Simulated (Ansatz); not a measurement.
**What Sb → Tl does to InSb**

Base system: InSb in the zinc blende structure (space group F-43m, No. 216; a = 6.5198 Å).

One thing is altered: full substitution Sb → Tl; the structure is relaxed again.

Level of theory: PBEsol, PAW, 420 eV (Ansatz, an electronic-structure program; spin-orbit coupling left out), earlier PAW set. Γ-centred 12×12×12 mesh, Fermi–Dirac width 0.05 eV.

```json
{
  "volume_per_atom": "37.43 Å³ (base 34.64 Å³)",
  "density": "7.08 g/cm³ (base 5.67 g/cm³)",
  "lattice_parameter_a": "6.690 Å (base 6.520 Å)",
  "space_group": "F-43m (No. 216) (base F-43m (No. 216))",
  "shortest_interatomic_distance": "2.897 Å (base 2.823 Å)",
  "band_gap": "zero (base zero)"
}
```

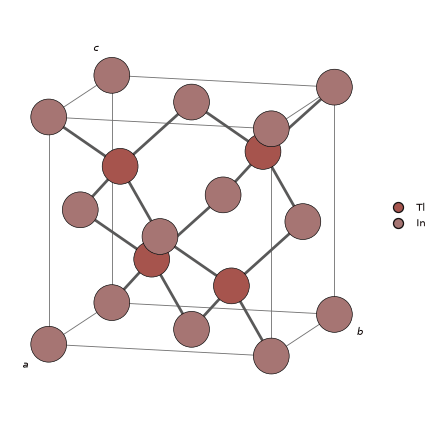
*The relaxed conventional cell after the change*

With Sb present, leaving out spin-orbit coupling can change the band edges. Stability against distortions was not tested. As relaxed here, TlIn is a hypothetical phase, not in the database extracts checked. The final runs are not spin-polarised. A zero or small gap of InSb can be the functional's error rather than a property of the material.
